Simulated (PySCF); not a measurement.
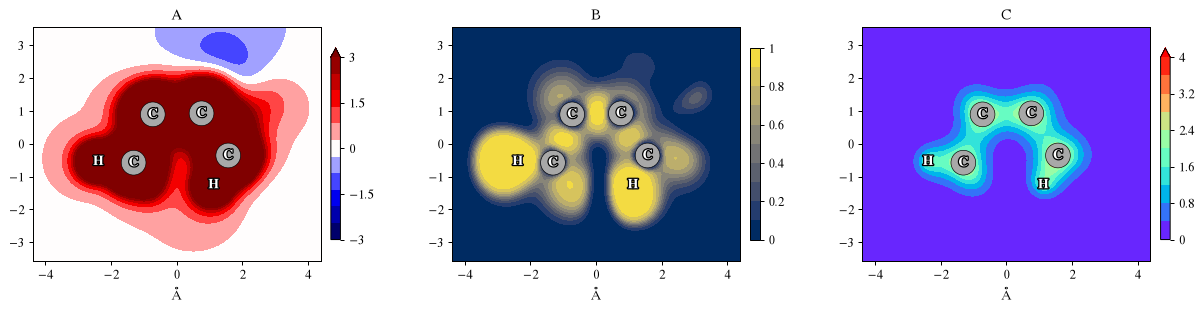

C5H9F (SMILES CCC1(F)CC1): 3 fields on the plane of atoms C2, C3 and C5, with unlabelled colour scales. Grey discs cover the atomic cores.

Geometry: GFN2-xTB, MD frame at 250 fs, 300 K.

All numbers below come from PBE0/pcSseg-1, SCF density, gas phase, non-relativistic (PySCF 2.14.0).

### Which field does each panel show? The fields are: electron density, electron localisation function and electrostatic potential.

Panel A: electrostatic potential (strongly positive close to the atoms, with negative regions outside electron-rich atoms). Panel B: electron localisation function. Panel C: electron density. From the grid: C–C (1.49 Å): ρ is about 1.8 e/Å³ halfway; the ELF peaks at about 0.95 between the atoms: localised, covalent bonding. C–H (1.02 Å): ρ at the midpoint is about 2.2 e/Å³; the ELF climbs to about 1 towards the hydrogen, as it does in any bond to H: a covalent bond by its length.
